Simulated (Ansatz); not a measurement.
Cost and result by functional for the surface energy of the (11-20) surface of hcp Os in its 1x1 cell, outermost plane spacing 1.38 Å in the ideal cut, in Ansatz (plane waves, PAW). Single points on the PBE structure, on one kind of machine; costs are rough ratios of the slab run's core time (references not counted) to the cheapest single point. r2SCAN's cost holds its higher cutoff (500 against 420 eV). Differences are taken against r2SCAN for comparison alone: no measured value is at hand, so the table doesn't rank accuracy.

Model: 16-atom slab, 9.6 Å thick at the start (thin: gaps and levels are the slab's own), 9x8x1 mesh, Fermi-Dirac 0.1 eV, dipole correction, all atoms relaxed; symmetry of the start imposed; no spin, no spin-orbit, no U. These notes are the PBE run's.

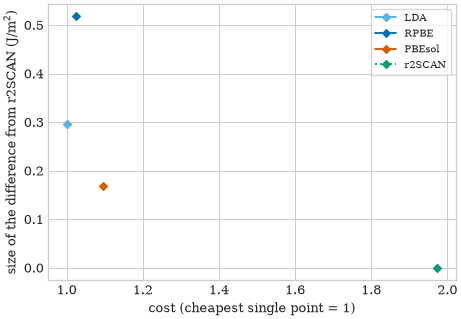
*Difference from r2SCAN against cost*

```csv
functional,relative cost,surface energy (J/m²),less r2SCAN (J/m²)
LDA,1,4.73,0.30
RPBE,1,3.91,-0.52
PBEsol,1,4.60,0.17
r2SCAN,2,4.43,0.00
PBE (the relaxed run's value),–,4.14,-0.28
```

The values span 0.81 J/m², while the single points' costs differ by a factor of roughly 2. Differences are of unrounded values.

Ansatz is an electronic-structure program.
